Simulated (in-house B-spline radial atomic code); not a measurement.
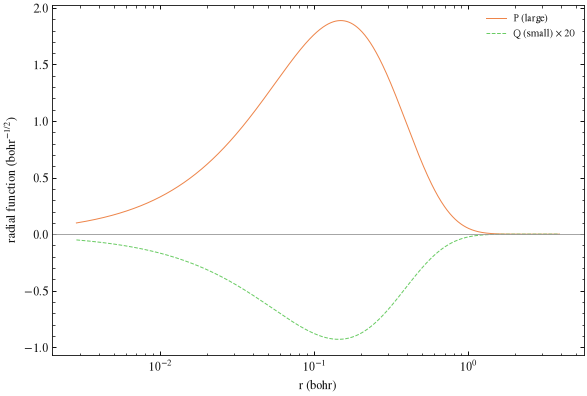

N³⁺ (Z = 7, 4 electrons); electrons: [He] 2s2. The calculation used an in-house B-spline radial code at this level: Dirac-Hartree-Fock, average of configuration, Fermi nucleus, basis-set limit.

The plot shows the large and small radial components of the 1s1/2 spinor.

**Describe it and give its main numbers.**

The spinor has κ = −1: the large component has l = 0 and 0 radial nodes, the small one has l = 1. The small component carries 0.059 % of the norm; ⟨r⟩ = 0.227 bohr and the eigenvalue is −493.4 eV.
